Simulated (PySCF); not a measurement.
Consider AlSn (quartet).

```xyz
2

Al    0.0000    0.0000   -2.1779
Sn    0.0000    0.0000    0.4901
```

Core potentials replace the inner electrons of Sn.

Computed with PySCF, PBE0/cc-pVDZ(-PP), non-relativistic Hamiltonian with scalar-relativistic core potentials where named, at a bond length of 2.668 Å.

**What can the converged electron density, electron localisation function and spin density tell about the bonding?**

Al–Sn (2.67 Å): the density is about 0.33 e/Å³ at the midpoint; the ELF is about 0.60 at the midpoint.
The unpaired spin (3 electrons) lies mostly on Sn2 (about 1.9) and Al1 (about 1.1), in electrons by Hirshfeld's partition.

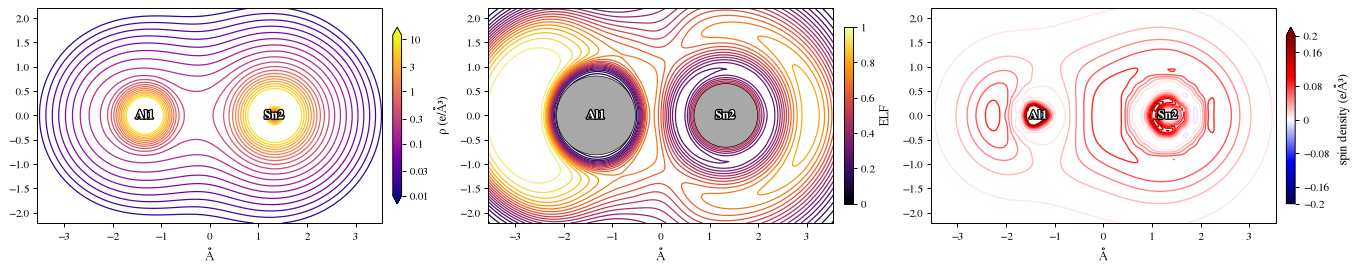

Computed electron density, electron localisation function and spin density on a plane that holds the molecular axis, in this order. Grey discs cover the atomic cores in the ELF map. 
